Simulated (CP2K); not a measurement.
Band structure of Li₂S (Fm-3m, 3 atoms in the cell).

```yaml
crystal:
  lattice:
    - [4.00954, 0.00000, 0.00000]
    - [2.00477, 3.47236, 0.00000]
    - [2.00477, 1.15745, 3.27377]
  atoms:
    - { symbol: Li, position: [0.75000, 0.75000, 0.75000] }
    - { symbol: Li, position: [0.25000, 0.25000, 0.25000] }
    - { symbol: S, position: [0.00000, 0.00000, 0.00000] }
```

Level of theory: PBE, GPW, DZVP-MOLOPT-PBE-GTH basis, GTH-PBE potentials (POTENTIAL_UZH) run with CP2K.

Settings: CUTOFF = 400 Ry; REL_CUTOFF = 50 Ry; SMEAR/METHOD = FERMI_DIRAC; ELECTRONIC_TEMPERATURE = 232.09 K; KPOINTS/SCHEME = MONKHORST-PACK 7 7 7; XC_FUNCTIONAL = PBE; Li/BASIS_SET = DZVP-MOLOPT-PBE-GTH-q3; Li/POTENTIAL = GTH-PBE-q3; S/BASIS_SET = DZVP-MOLOPT-PBE-GTH-q6; S/POTENTIAL = GTH-PBE-q6; METHOD = GPW; EPS_DEFAULT = 1e-10; EXTRAPOLATION = USE_GUESS; NGRIDS = 4.

The starting cell comes from a database of computed structures (which also holds hypothetical and non-ambient phases and stackings), without a prior relaxation at this level. Values carry the incompleteness of an atom-centred basis.

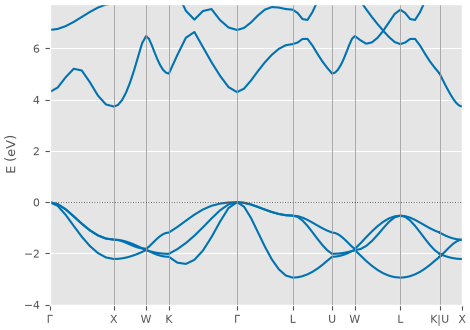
*Bands along the path, energies from the top of the valence band on the SCF mesh.*

**Question.** Read off roughly the gap and where its edges lie.

**Answer.** The gap along the path is about 3.7 eV (computed: 3.73 eV), from Γ to X; the smallest direct gap on it is 4.30 eV.

Levels in eV from the top of the valence band on the SCF mesh, bands 3 to 7:
| point | 3 | 4 | 5 | 6 | 7 |
|---|---|---|---|---|---|
| Γ | -11.06 | 0.00 | 0.00 | 0.00 | 4.30 |
| X | -10.45 | -2.22 | -1.46 | -1.46 | 3.73 |
| W | -10.45 | -1.87 | -1.87 | -1.82 | 6.48 |
| K | -10.47 | -2.13 | -2.02 | -1.19 | 5.02 |
| L | -10.59 | -2.94 | -0.53 | -0.53 | 6.17 |
| U | -10.47 | -2.13 | -2.02 | -1.19 | 5.02 |

Higher empty bands are left out: an atom-centred basis made for the valence describes them poorly.
